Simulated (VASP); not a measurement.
Band structure of SiSn (relaxed from the GeS structure, space group Pnma). These are PBEsol GGA, VASP's PBE PAW potentials (set 64) (plane waves; VASP) values and carry that method's errors.

Unless said otherwise, spin-orbit coupling is left out, though it shifts the bands of the heavy elements here.

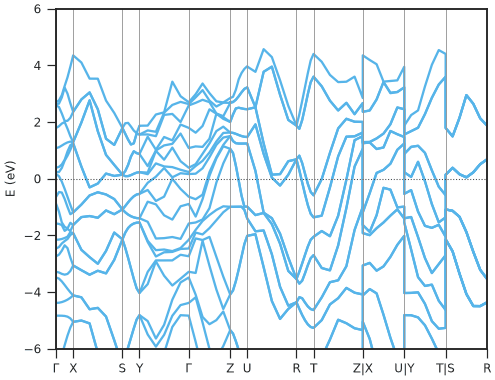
Fig. 1. Bands along high-symmetry lines, zero at the valence-band maximum or, without a gap, the Fermi level

Task: Read the plot: is there a gap, and where are the band edges?

Result: It has no gap at this level: it comes out as a metal or semimetal. (Edges off the drawn lines would not show.)

The structure was generated: SiSn was put into the GeS type (Pnma), which need not be its known phase. It was relaxed first, which changed the volume by -36 %.
